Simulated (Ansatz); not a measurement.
BeNb₂CuAg₁₂: several calculations on one system

**1. Relaxation**

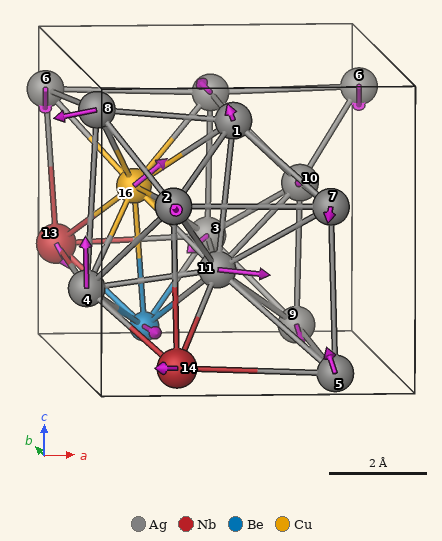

A relaxation of an amorphous cell of composition BeNb$_{2}$CuAg$_{12}$ (coarse preliminary run). The starting structure is drawn; purple arrows show the displacements (the part carried along by the change of the cell is left out), magnified 3 times.

The picture is a ball-and-stick view of the cell of the calculation, seen slightly off an axis.

Case: the quenched liquid.

These are results of DFT PBE, scalar-relativistic, plane waves, PAW in Ansatz 0.2.0, not measurements. Settings: plane-wave cutoff 420 eV; k-point mesh 2 × 2 × 2; occupations gaussian; smearing width 0.1 eV; mesh shifted by (0.5, 0.5, 0.5); no spin polarisation; cell and atoms relaxed; force threshold 0.04 eV/Å; at most 70 steps.

**What happened in the run?**

The largest move relative to the cell is that of the Be atom, 0.45 Å along −b. Largest moves by element: Be 0.45 Å, Ag 0.38 Å, Cu 0.31 Å, Nb 0.21 Å. The volume changes by +4.1 %, with a 6.521 → 8.039 Å (+23.3 %), b 6.253 → 5.829 Å (−6.8 %), c 6.507 → 5.878 Å (−9.7 %), α 90.5° → 92.7°, β 90.9° → 88.4°, γ 95.4° → 91.4°. Near-neighbour distances that change, for instance: Ag–Nb 3.377 → 4.408 Å, Ag–Cu 3.077 → 4.078 Å, Ag–Ag 2.739 → 3.736 Å, Ag–Nb 3.311 → 4.219 Å. Bonds break: Ag–Ag (2.74 → 3.74 Å), Ag–Ag (2.85 → 3.74 Å). The energy falls by 2.425 eV per cell of the calculation in 18 accepted moves (22 points after the start). The largest force component goes from 1 to 0.015 eV/Å. The pressure goes from 7.76 to −0.02 GPa. The line search rejected the trial steps at points 10, 16 of the run. At 2 points the geometry stayed and the basis and grid were re-selected for the new cell (energy shift of 0.120 eV per cell of the calculation at most each time).

Limits of the set-up: the k-point mesh is coarse for a cell with partly filled bands; the periodic images lie only 6.3 Å apart, so the values are limited by the cell's size.

**2. Dynamics**

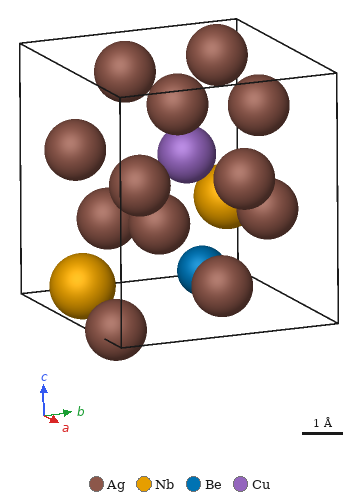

Starting frame of a dynamics run of an amorphous cell of composition BeNb2CuAg12 (16 atoms in the cell). It starts from the last geometry of an earlier run, with fresh velocities. A spheres-only model of the simulation cell, seen slightly off an axis.

These are results of Ansatz 0.2.0, DFT PBE, scalar-relativistic, plane waves, PAW, not measurements.

Input file:
```yaml
crystal:
  lattice:
    - [6.513361, -0.302603, -0.049739]
    - [-0.302603, 6.245981, -0.02875]
    - [-0.049739, -0.02875, 6.506559]
  atoms:
    - { symbol: Ag, position: [0.5503991851, 0.4721743166, 0.8294264305] }
    - { symbol: Ag, position: [0.2650360129, 0.1311033237, 0.6189533329] }
    - { symbol: Ag, position: [0.5377124556, 0.8895212206, 0.3697052556] }
    - { symbol: Ag, position: [0.0837490977, 0.3613244203, 0.2829117389] }
    - { symbol: Ag, position: [0.7587800587, 0.0865426636, 0.0114724815] }
    - { symbol: Ag, position: [0.0561059628, 0.8826224509, 0.8794892959] }
    - { symbol: Ag, position: [0.8340575595, 0.1655439384, 0.5963326008] }
    - { symbol: Ag, position: [0.0826601535, 0.4461201092, 0.8607726039] }
    - { symbol: Ag, position: [0.7791957294, 0.5678632184, 0.143686118] }
    - { symbol: Ag, position: [0.819116853, 0.6542687159, 0.5723049034] }
    - { symbol: Ag, position: [0.4922794176, 0.4117440166, 0.3463184442] }
    - { symbol: Ag, position: [0.4786174631, 0.8796641009, 0.7705462226] }
    - { symbol: Nb, position: [0.0281128638, 0.9373610418, 0.304945533] }
    - { symbol: Nb, position: [0.362974878, 0.1159213109, 0.0975195802] }
    - { symbol: Be, position: [0.3123932257, 0.6911222631, 0.0922152346] }
    - { symbol: Cu, position: [0.2485744984, 0.6524303375, 0.5480911576] }
  symmetry: { detect: false }
basis:
  ecutwfc: 420
  xc_grid: 1
kpoints:
  mp_grid: { grid: [1, 1, 1], shift: [0.25, 0.25, 0.25] }
hamiltonian:
  xc: pbe
scf:
  occupations: { method: fermi_dirac, width: 0.131 }
  lower_state_search: "off"
  convergence: { dr2_threshold: 1.0e-05 }
output:
  forces: true
  stress: true
md:
  timestep: 1.5
  n_steps: 100
  ensemble: nvt_langevin
  friction: 0.03
  temperature: 1520.0
  initial_velocities: maxwell_boltzmann
  seed: 77946
```

Run as
```bash
ansatz run input.yaml --threads 2 --pin off --max-ram 5120MiB --backend cpu --events-out ev --progress --plain --runs-dir out
```

Predict how the run goes.

Over the second half the temperature averages 1700 K (spread ±162 K). The potential energy in the second half lies on average 118 meV per atom below the first frame. The mean pressure there is 12.3 GPa. In the second half of the run the atoms are, in the root-mean-square, this far from where they began (common drift taken out): Nb 0.41 Å, Cu 0.35 Å, Ag 0.31 Å, Be 0.27 Å. The run lasts only 150 fs, too short to tell vibration from diffusion.

Along the run (each row but the first and the last is the mean over the interval that it begins):

| time (fs) | potential energy (meV/atom) | T (K) | p (GPa) |
| --- | --- | --- | --- |
| 0.0 | 0.0 | 1425 | 13.4 |
| 24.0 | -75.5 | 1297 | 13.1 |
| 48.0 | -78.2 | 1190 | 13.3 |
| 72.0 | -104.4 | 1707 | 12.5 |
| 96.0 | -137.0 | 1620 | 11.3 |
| 120.0 | -116.1 | 1785 | 12.7 |
| 144.0 | -103.4 | 1683 | 13.2 |

The paths of the atoms:

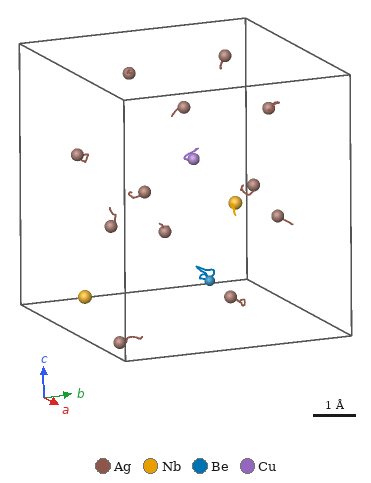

Limits of the set-up: the k-point mesh is coarse for a cell with partly filled bands; the periodic images lie only 6.3 Å apart, so the values are limited by the cell's size.

The run took 3.5 min on 2 threads of Arm Neoverse V2, with other jobs on the host, peak memory 0.57 GiB.

**3. Dynamics**

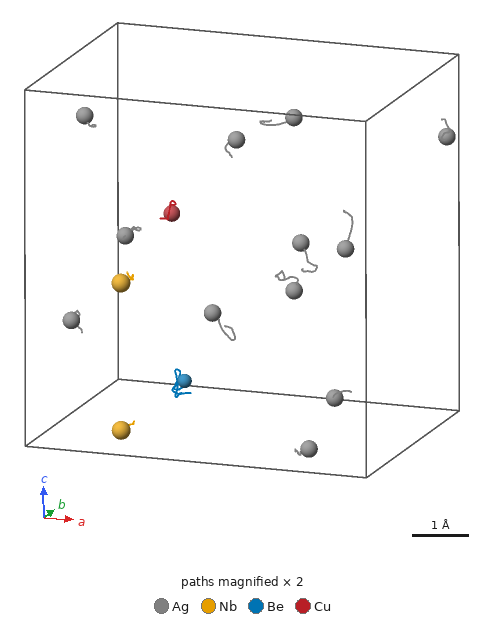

First-principles dynamics of an amorphous cell of composition BeNb2CuAg12 (16 atoms in the cell), 183 fs long. It starts from the last geometry of an earlier run, with fresh velocities. Lines trace each atom's path, in the colour of its element; spheres stand at the starting positions. The excursions are magnified 2 times. Seen slightly off an axis in the simulation cell.

Theory: DFT PBE, scalar-relativistic, plane waves, PAW (Ansatz 0.2.0). Settings: plane-wave cutoff 420 eV; k-point mesh 1 × 1 × 1; Fermi-Dirac smearing 0.05 eV; volume 0.96 times that of the relaxed crystal; set temperature 300 K; time step 1.5 fs.

Describe the motion.

Answer. In the second half of the run the atoms are, in the root-mean-square, this far from where they began (common drift taken out): Ag 0.21 Å, Nb 0.17 Å, Be 0.13 Å, Cu 0.12 Å. The run lasts only 183 fs, too short to tell vibration from diffusion. The mean temperature in the second half is 295 K (standard deviation 55 K). The potential energy in the second half lies on average 56.6 meV per atom below the first frame. The first frame is far from relaxed (forces up to 2.3 eV/Å), so much of the motion is the structure settling. The mean pressure there is 7.4 GPa.

Limits of the set-up: the k-point mesh is coarse for a cell with partly filled bands; the periodic images lie only 6.3 Å apart, so the values are limited by the cell's size.

Cost: 4.1 min on 2 threads of Arm Neoverse V2 (shared host), peak memory 0.59 GiB.
